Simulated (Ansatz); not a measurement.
# Fields on a plane of GaN (zinc blende)

```
CELL_PARAMETERS angstrom
      0.00000     2.27427     2.27427
      2.27427     0.00000     2.27427
      2.27427     2.27427     0.00000
ATOMIC_POSITIONS crystal
  N  0.25000 0.25000 0.25000
  Ga 0.00000 0.00000 0.00000
```

The slice is a {100} plane (indices of the conventional cell) through the point (0.250, 0.250, 0.250) (fractional), spanned by u = [100] and v = [0 1 -1] in vectors of this cell: u (3.22 Å) and v (3.22 Å, at 90° to u). It covers one period; positions are fractions (u, v).

Atoms on it: N at (0.00, 0.00).

These are PBE (plane waves to 420 eV, PAW, scalar-relativistic; Ansatz, a program for electronic structure) values and carry that method's errors. k mesh 12×12×12. Near the nuclei the fields are pseudised (PAW); where an atom keeps semicore shells as valence, they peak there. GaN was relaxed with its symmetry unable to fall.

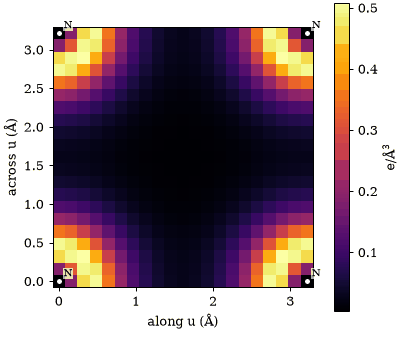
Density of the highest valence band (whole band, smooth part) in e/Å³, one period of the plane, atoms marked. 

```
|99852000000000002589|
|98641000000000001468|
|65420000011100000245|
|22100000111110000012|
|00000000111110000000|
|00000001111111000000|
|00000011122211100000|
|00001111222221111000|
|00011112222222111100|
|00011112222222111100|
|00011112222222111100|
|00001111222221111000|
|00000011122211100000|
|00000001111111000000|
|00000000111110000000|
|22100000111110000012|
|65420000011100000245|
|98641000000000001468|
|99852000000000002589|
|99962000000000002699|
```
Scale: ten equal steps from 0.03 (start of '0') to 0.52 (end of '9'), in the order '0123456789'. Values: density of the lowest conduction band (whole band as if filled, smooth part) in e/Å³. The map has 20 points along u (one character each, u = 0 at the left) and 20 along v (v = 0 in the bottom row).
